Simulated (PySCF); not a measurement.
C6H8FGa (SMILES C=C[CH2][Ga]([F])[C]#CC)

```xyz
16

C    -3.6448    0.4914    0.3519
C    -2.5910    0.3489   -0.4372
C    -1.8085   -0.9063   -0.5622
Ga   -0.0710   -0.7788    0.5565
F    -0.2543   -1.2737    2.2386
C     1.7641   -0.1866    0.1828
C     2.8966    0.2051    0.0169
C     4.2489    0.6708   -0.1961
H    -4.0060   -0.3194    0.9638
H    -4.1861    1.4200    0.4117
H    -2.2491    1.1837   -1.0413
H    -2.3580   -1.7556   -0.1460
H    -1.5327   -1.1043   -1.6007
H     4.2386    1.7318   -0.4438
H     4.8369    0.5226    0.7086
H     4.7088    0.1183   -1.0149
```

Geometry: GFN2-xTB.

Computed with CAM-B3LYP/def2-SVPD, SCF density, gas phase in PySCF.

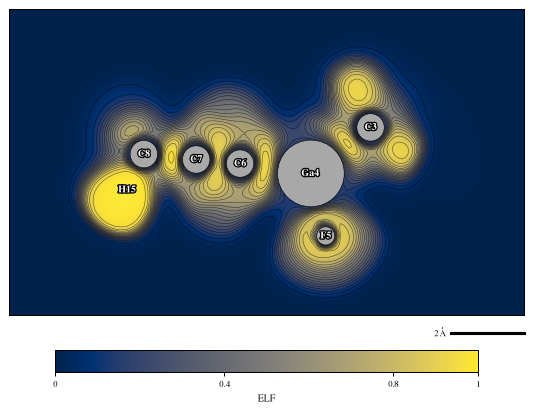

Figure 1. ELF on the plane of atoms C3, Ga4 and C6. Grey discs cover the atomic cores.

Question: Read the bonding off the picture.

Answer:
- The section cuts through C, Ga, F and H sites.
- C–C (1.21 Å): the ELF peaks at about 0.85 between the atoms; a short, multiple covalent bond.
- Ga–F (1.76 Å): the ELF peaks at about 0.85 in the valence shell of F, 0.5 Å from its nucleus, and is about 0.15 at the midpoint.
- C–Ga (1.96 Å): the ELF peaks at about 0.95 in the valence shell of C, 0.7 Å from its nucleus, and is about 0.55 at the midpoint.
- C–H (1.09 Å): the ELF climbs to about 1 towards the hydrogen, as it does in any bond to H; a covalent bond by its length.
- C–Ga (2.07 Å): the ELF peaks at about 0.90 in the valence shell of C, 0.8 Å from its nucleus, and is about 0.65 at the midpoint.
- The ELF also peaks beside F5, away from the bonds: lone-pair regions.

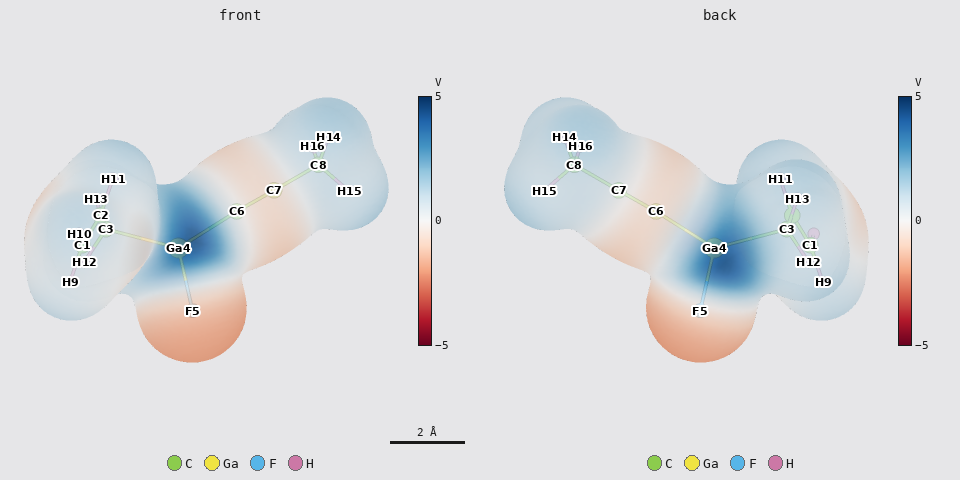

Figure 2. The molecular electrostatic potential painted on the density surface at 0.004 e/bohr³, seen from the front and from behind; the colour scale runs from red (negative) to blue (positive).

Question: Where is the surface potential most negative and most positive?

Answer: The most negative region (about −1.9 V) lies over F5, the most positive (about +4.2 V) over Ga4.

Question: What dipole moment does the calculation give?

Answer: Its dipole moment is 3.24 D.
